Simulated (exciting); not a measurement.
Two BSE runs for the O K edge of LaGaO3, space group R-3c. Run A: exciting, all-electron LAPW+lo, LDA, exchange and screened direct term (singlet BSE), 2×2×2 shifted k points, 64 conduction bands, |G+q| up to 3 bohr⁻¹, full RPA screening with nempty = 97, Lorentzian half width 0.45 eV. Run B differs in one setting: k mesh, kernel cutoff, basis, band set, screening or width.

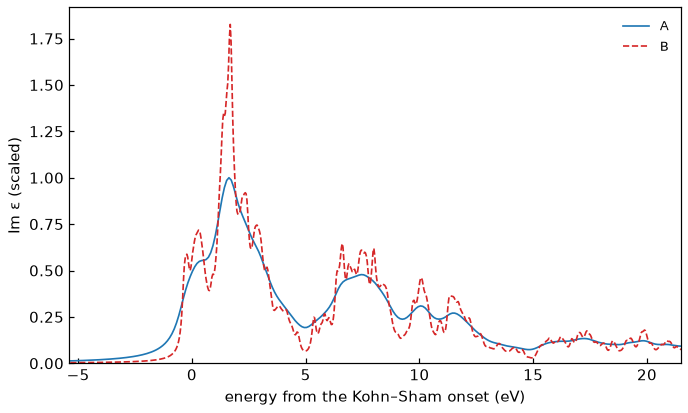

Energy from the Kohn–Sham onset, core level to the lowest empty state found on the meshes used; one zero for both, scaled to A's maximum.

Which is the likeliest?

The half width (eV) from 0.45 to 0.11. The spectrum differs from run A by 30 % r.m.s. The highest maximum lies at 1.7 eV (1.83), against 1.6 eV (1.00). Only the width of each line changes; the area stays. A table step wider than the lines misses their tops. Other settings could leave a like mark; this is the change that was made.

[Hosts, paths, dates, database ids (printed as entryN), source tags and the programs' standing remarks are cut or masked in the printed files.]
